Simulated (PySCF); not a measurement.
**C7H11NSi2: density, localisation and related maps**

Input file:

```
{"job": {"kind": "nmr", "xc": "PBE0", "basis": "pcSseg-1"}, "charge": 0, "multiplicity": 1}
N     -3.872573    -0.308303    -1.462117
C     -3.268379    -0.282747    -0.489741
C     -2.501158    -0.229163     0.717160
C     -2.153787     1.181249     1.238585
C     -0.708298     0.724994     1.464704
C     -0.983481    -0.528549     0.613215
Si    -0.252456    -0.455664    -1.150249
C      1.579486    -0.436055    -0.890763
C      2.776456    -0.411870    -0.706652
Si     4.605235    -0.363391    -0.427848
H     -2.998436    -0.842236     1.475064
H     -2.708660     1.508324     2.116270
H     -2.241335     1.937050     0.459308
H     -0.500821     0.491685     2.508614
H      0.067507     1.395637     1.099092
H     -0.703132    -1.464372     1.101163
H     -0.650564     0.791684    -1.809051
H     -0.661330    -1.643832    -1.901580
H      4.886435     0.695576     0.545558
H      5.252429    -0.076242    -1.709936
H      5.027941    -1.666834     0.090819
```

Run with:

```sh
OMP_NUM_THREADS=1 python probes_run.py task.json out
```

Geometry: GFN2-xTB.

Method: PBE0/pcSseg-1, SCF density, gas phase, non-relativistic (PySCF 2.14.0).

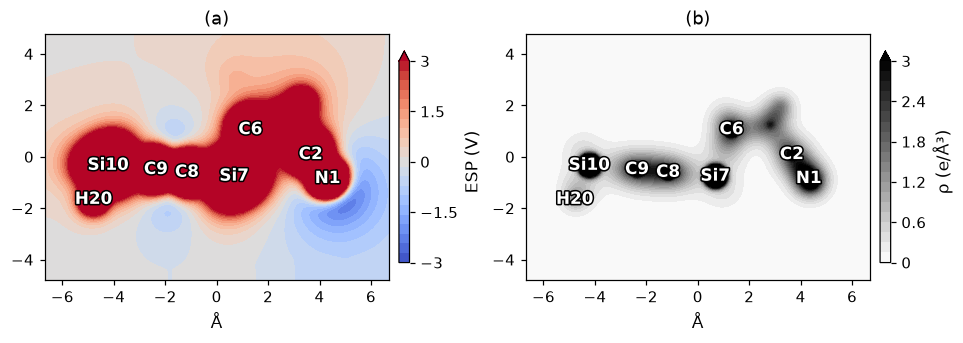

Figure 1. (a) electrostatic potential; (b) electron density on the plane of atoms C6, Si7 and C8.

> What do the fields say about this system?

- Atoms in the plane: N, C, Si and H.
- C–N (1.15 Å): the density is about 3.6 e/Å³ at the midpoint.
- C–C (1.21 Å): ρ is about 2.8 e/Å³ halfway.
- C–Si (1.85 Å): ρ is about 0.92 e/Å³ halfway.
- C–Si (1.91 Å): the density is about 0.91 e/Å³ at the midpoint.
- Si–H (1.46 Å): ρ at the midpoint is about 0.81 e/Å³.
- Outside the dense part of the molecule the potential is most negative (−2.3 V) near N1.

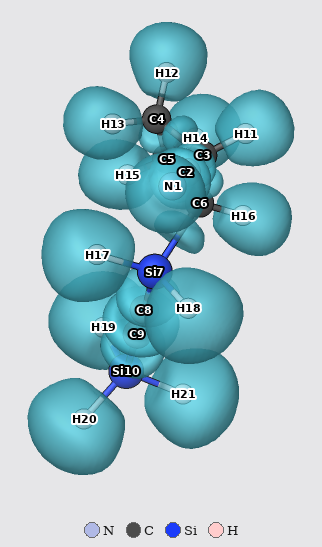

Figure 2. Isosurface of the ELF at 0.8 (cyan), seen at an oblique angle. Only the valence region is drawn (cores and ρ < 0.01 e/Å³ removed).

> What do the ELF domains correspond to?

At this value the surface marks out six regions between bonded C–C atoms (shared pairs), one region between bonded C–N atoms (shared pairs), three regions between bonded C–Si atoms (shared pairs), eleven regions around hydrogen nuclei and one lobe on N, pointing away from the bonds (lone pairs).


C–N (1.15 Å): the ELF peaks at about 0.85 between the atoms (a short, multiple covalent bond). C–C (1.21 Å): the ELF peaks at about 0.90 between the atoms (a multiple bond).

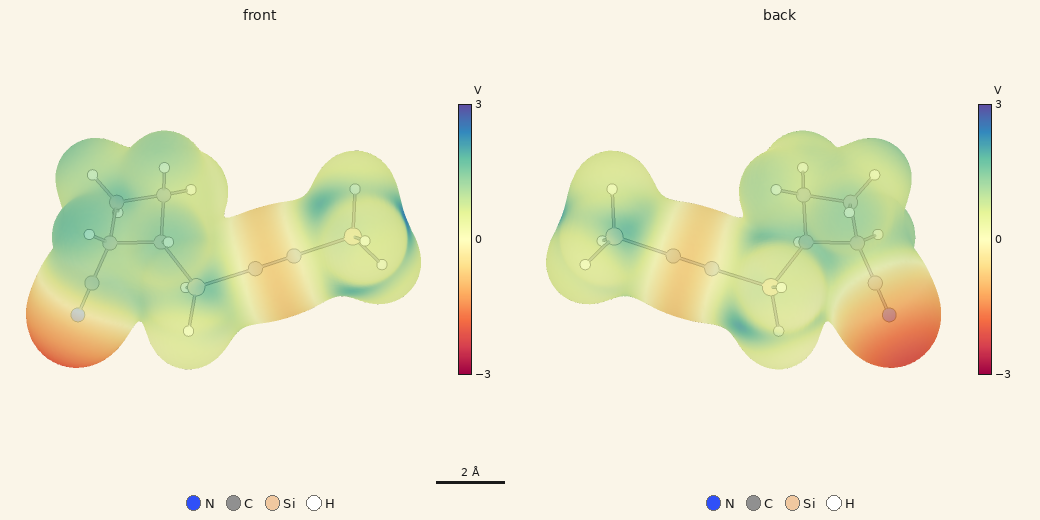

Figure 3. The electrostatic potential painted on the density surface at 0.004 e/bohr³, seen from the front and from behind; the colour scale runs from red (negative) to blue (positive).

> Where is the surface potential most negative and most positive?

The most negative region (about −2.1 V, or −48 kcal/mol for a unit charge) lies over N1, the most positive (about +2.1 V, or +48 kcal/mol for a unit charge) over Si10. N1 is the likeliest acceptor of a hydrogen bond.
